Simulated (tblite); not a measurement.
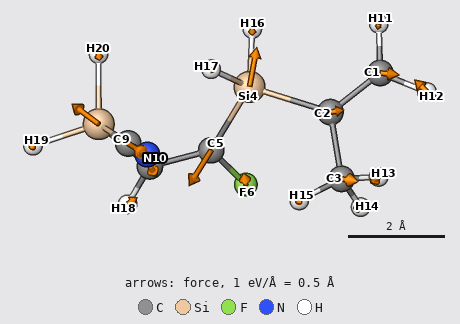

Starting geometry of C$_{6}$H$_{10}$FNSi$_{2}$ with the computed forces as orange arrows. Style: ball-and-stick. Shown from a free direction.

These are results of tblite, GFN2-xTB geometry optimisation, gas phase, not measurements. 

Question: Is this structure relaxed? If not, where do the atoms go?

Answer: It isn't relaxed: the largest force vector, on a C atom, is 2.42 eV/Å. The final displacements have little in common with the starting forces (cosine between the two patterns 0.07). The largest move after the best rigid fit is that of an H atom, 1.43 Å. Largest moves by element: H 1.43 Å, F 0.85 Å, C 0.61 Å, N 0.51 Å, Si 0.43 Å. Some distances before and after: Si–Si 3.274 → 3.712 Å, C–Si 1.843 → 1.904 Å, C–Si 1.822 → 1.871 Å, H–Si 1.494 → 1.465 Å. Bond angles that change, for instance: Si–C–F 120.6° → 111.2°, Si–C–C 122.6° → 131.9°, C–Si–H 112.2° → 105.5°. Groups turn about C–C by about 30°, C–Si by about 25°. The energy falls by 10.8 kcal/mol in 164 geometry steps. Cost: 2.9 s on 1 thread of Arm Neoverse N1, with other jobs on the host.
